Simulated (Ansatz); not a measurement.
# One shape, several levels: CH3AlF2 (SMILES [CH3][Al]([F])[F])

We compute a comparison of 6 runs (HF/3-21G, HF/def2-SVPD, B3LYP/6-31G*, BHLYP/def2-SVPD, r2SCAN/def2-SVPD, wB97X/def2-SVPD) of CH3AlF2. 

Program for the calculation: Ansatz 0.2.0.

46 further runs of the same task are left out: 46 set aside as unsound or not needed.

## Step 1: The molecule

The species is CH3AlF2 (7 atoms), meant as a singlet with charge 0. As SMILES, `[CH3][Al]([F])[F]`. The C1–H6 distance was set to 1.968 Å, away from the relaxed value. At this shape a bond of the SMILES string is far longer than usual.

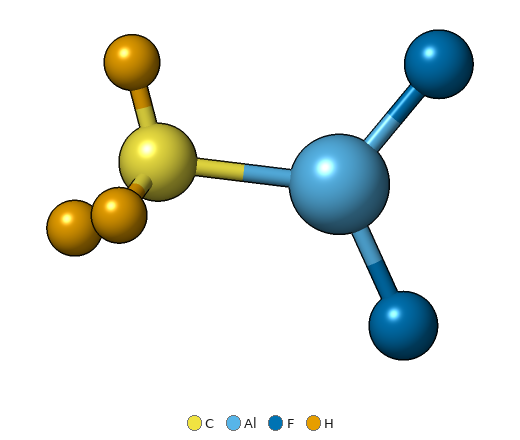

Viewed from a chosen angle; carbon yellow, aluminium blue, fluorine blue, hydrogen amber.

## Step 2: A single-point energy at HF/3-21G (run 1)

File in.yaml:

```yaml
crystal:
  periodic: [false, false, false]
  atoms:
    - {symbol: C, position_ang: [0.002233, 0.379033, -0.945720]}
    - {symbol: Al, position_ang: [0.548933, -1.403067, -0.461520]}
    - {symbol: F, position_ang: [1.769033, -1.666367, 0.608480]}
    - {symbol: F, position_ang: [-0.167567, -2.744467, -1.085620]}
    - {symbol: H, position_ang: [-0.819967, 0.369133, -1.663120]}
    - {symbol: H, position_ang: [-0.573400, 1.384500, 0.645100]}
    - {symbol: H, position_ang: [0.836933, 0.932033, -1.385220]}
basis:
  gaussian: {orbitals: 3-21G.json}
hamiltonian: {xc: hf}
accuracy: high
output: {orbitals: {seedname: orbitals}}
```

The basis set 3-21G is read from a file made from the Basis Set Exchange's data (not shown).

Launch:

```sh
ansatz run in.yaml --threads 1 --pin off --max-ram 3480MiB --events-out events.jsonl --progress --plain --runs-dir runs
```

Standard output:

```text
Warning: RAYON_NUM_THREADS=1 ignored (pool sized by the plan → 1); use --threads N
Functional definition: HF
  name "HF"
  exchange = exact_x
  correlation = 0
987 factors; integrals over basis functions are off by at most 6.3e-9 eV
mean field evaluation 1: about -12999.0541 eV, gradient 3.9e1 eV
mean field evaluation 2: about -12999.2193 eV, gradient 4.0e1 eV
mean field evaluation 4: about -13002.1875 eV, gradient 2.1e0 eV
mean field evaluation 8: about -13002.2415 eV, gradient 2.1e-1 eV
mean field evaluation 16: about -13002.2418 eV, gradient 1.6e-7 eV
mean field -13002.24179088 eV, -477.8235725789 hartree, gradient 6.2e-9 eV, S^2 0.000000; 0 other end points of the search recorded, 0 dependent functions left out
reference -13002.24179088 eV, -477.8235725789 hartree; 20, 20 occupied and 26, 26 virtual orbitals, 987 factors
Total energy: -13002.24179088 eV, -477.8235725789 hartree
```

Wall time 0.46 s (1 thread of Arm Neoverse V1, shared host); peak memory 0.095 GiB.

## Step 3: A single-point energy at HF/def2-SVPD (run 2)

File molecule.yaml:

```yaml
crystal:
  periodic: [false, false, false]
  atoms:
    - {symbol: C, position_ang: [0.002233, 0.379033, -0.945720]}
    - {symbol: Al, position_ang: [0.548933, -1.403067, -0.461520]}
    - {symbol: F, position_ang: [1.769033, -1.666367, 0.608480]}
    - {symbol: F, position_ang: [-0.167567, -2.744467, -1.085620]}
    - {symbol: H, position_ang: [-0.819967, 0.369133, -1.663120]}
    - {symbol: H, position_ang: [-0.573400, 1.384500, 0.645100]}
    - {symbol: H, position_ang: [0.836933, 0.932033, -1.385220]}
basis:
  gaussian:
    orbitals: def2-SVPD
hamiltonian:
  xc: hf
accuracy: high
output: {orbitals: {seedname: orbitals}}
```

Launch:

```sh
ansatz run molecule.yaml --threads 1 --pin off --max-ram 3480MiB --events-out events.jsonl --progress --plain --runs-dir runs
```

Standard output:

```text
Warning: RAYON_NUM_THREADS=1 ignored (pool sized by the plan → 1); use --threads N
[... 4 set-up lines as earlier in the session ...]
2276 factors; integrals over basis functions are off by at most 3.5e-9 eV
mean field evaluation 1: about -13062.7774 eV, gradient 4.2e1 eV
mean field evaluation 2: about -13062.7836 eV, gradient 4.2e1 eV
mean field evaluation 4: about -13066.4842 eV, gradient 2.8e0 eV
mean field evaluation 8: about -13066.5441 eV, gradient 8.0e-2 eV
mean field -13066.54419514 eV, -480.1866423495 hartree, gradient 1.3e-8 eV, S^2 0.000000; 0 other end points of the search recorded, 0 dependent functions left out
reference -13066.54419514 eV, -480.1866423495 hartree; 20, 20 occupied and 94, 94 virtual orbitals, 2276 factors
Total energy: -13066.54419514 eV, -480.1866423495 hartree
```

It took 4.5 s on 1 thread of Arm Neoverse V1, shared host; peak memory 0.34 GiB.

## Step 4: A single-point energy at B3LYP/6-31G(d) (spherical functions) (run 3)

File job.yaml:

```yaml
crystal:
  periodic: [false, false, false]
  atoms:
    - {symbol: C, position_ang: [0.002233, 0.379033, -0.945720]}
    - {symbol: Al, position_ang: [0.548933, -1.403067, -0.461520]}
    - {symbol: F, position_ang: [1.769033, -1.666367, 0.608480]}
    - {symbol: F, position_ang: [-0.167567, -2.744467, -1.085620]}
    - {symbol: H, position_ang: [-0.819967, 0.369133, -1.663120]}
    - {symbol: H, position_ang: [-0.573400, 1.384500, 0.645100]}
    - {symbol: H, position_ang: [0.836933, 0.932033, -1.385220]}
basis:
  gaussian:
    orbitals: 6-31G_st_-spherical.json
accuracy: high
output: {orbitals: {seedname: orbitals}}
hamiltonian:
  xc: {name: B3LYP}
```

The basis set 6-31G* is read from a file made from the Basis Set Exchange's data (not shown).

Launch:

```sh
ansatz run job.yaml --threads 1 --pin off --max-ram 3480MiB --events-out events.jsonl --progress --plain --runs-dir runs
```

Standard output:

```text
Warning: RAYON_NUM_THREADS=1 ignored (pool sized by the plan → 1); use --threads N
Functional definition: B3LYP
  name "B3LYP"
  parameter a0 = 0.2
  parameter ax = 0.72
  parameter ac = 0.81
  exchange = (1 - a0 - ax)*slater_x + ax*b88_x + a0*exact_x
  correlation = (1 - ac)*vwn_rpa_c + ac*lyp_c
1428 factors; integrals over basis functions are off by at most 3.8e-9 eV
mean field evaluation 1: about -13107.8701 eV, gradient 6.6e1 eV
mean field evaluation 2: about -13093.4762 eV, gradient 9.9e1 eV
mean field evaluation 4: about -13117.3293 eV, gradient 2.4e0 eV
mean field evaluation 8: about -13117.4452 eV, gradient 5.2e-1 eV
mean field evaluation 16: about -13117.4461 eV, gradient 3.8e-5 eV
mean field -13117.44614450 eV, -482.0572544860 hartree, gradient 4.1e-8 eV, S^2 0.000000; 0 other end points of the search recorded, 0 dependent functions left out
reference -13117.44618562 eV, -482.0572559971 hartree; 20, 20 occupied and 46, 46 virtual orbitals, 1428 factors
Total energy: -13117.44618562 eV, -482.0572559971 hartree
```

Run time: 4.8 s. Hardware: 1 thread of Arm Neoverse V1, shared host; peak memory 0.19 GiB.

Runs 4 to 5 aren't shown in full; the table further down has their settings and results.

## Step 5: The energy at wB97X/def2-SVPD (run 6)

in.yaml: that of step 2 with these lines changed.

```diff
@@ -11,5 +11,5 @@
 basis:
-  gaussian: {orbitals: 3-21G.json}
-hamiltonian: {xc: hf}
+  gaussian: {orbitals: def2-SVPD}
+output: {orbitals: {seedname: orbitals}}
+hamiltonian: {xc: {name: wB97X}}
 accuracy: high
-output: {orbitals: {seedname: orbitals}}
```

Launch:

```sh
ansatz run in.yaml --threads 1 --pin off --max-ram 3480MiB --events-out events.jsonl --progress --plain --runs-dir runs
```

Standard output (excerpt; [...] marks lines left out):

```text
Warning: RAYON_NUM_THREADS=1 ignored (pool sized by the plan → 1); use --threads N
Functional definition: wB97X
  name "wB97X"
[...]
      + exact_x_lr(omega)
[...]
      + integral(e_c_pw_opposite_spin*poly(b97_u_opposite, 1, cos1, cos2, cos3, cos4))
2276 factors; integrals over basis functions are off by at most 3.5e-9 eV
501 factors; integrals over basis functions are off by at most 1.7e-9 eV
[...]
mean field -13109.26216987 eV, -481.7564989657 hartree, gradient 3.5e-8 eV, S^2 0.000000; 0 other end points of the search recorded, 0 dependent functions left out
reference -13109.26216554 eV, -481.7564988064 hartree; 20, 20 occupied and 94, 94 virtual orbitals, 2276 factors
Total energy: -13109.26216554 eV, -481.7564988064 hartree
```

Run time: 32 s. Hardware: 1 thread of Arm Neoverse V1, shared host; peak memory 0.64 GiB.

## Step 6: Overview of the runs

| run | level | energy (Eh) | HOMO energy (eV) | LUMO energy (eV) | HOMO–LUMO gap (eV) | wall time |
| --- | --- | --- | --- | --- | --- | --- |
| 1 | HF/3-21G | -477.823573 | -10.67 | 1.22 | 11.90 | 0.46 s |
| 2 | HF/def2-SVPD | -480.186642 | -10.88 | 0.34 | 11.22 | 4.5 s |
| 3 | B3LYP/6-31G* (spherical functions) | -482.057256 | -8.16 | -2.58 | 5.58 | 4.8 s |
| 4 | BHLYP/def2-SVPD | -481.716801 | -9.59 | -1.85 | 7.75 | 12 s |
| 5 | r2SCAN/def2-SVPD | -481.685567 | -7.85 | -3.49 | 4.36 | 16 s |
| 6 | wB97X/def2-SVPD | -481.756499 | -10.97 | -0.66 | 10.31 | 32 s |

## Step 7: Results

| quantity | value |
| --- | --- |
| run 6: total energy | -481.75650 Eh |
| run 6: HOMO energy | -10.97 eV |
| run 6: LUMO energy | -0.66 eV |
| run 6: HOMO–LUMO gap | 10.31 eV |

What this shows: The HOMO–LUMO gap runs from 4.36 eV (r2SCAN/def2-SVPD) to 11.90 eV (HF/3-21G). The two ends differ in method and basis. Totals of different functionals can't be ranked against each other. All runs together took 70 s, the longest 32 s.
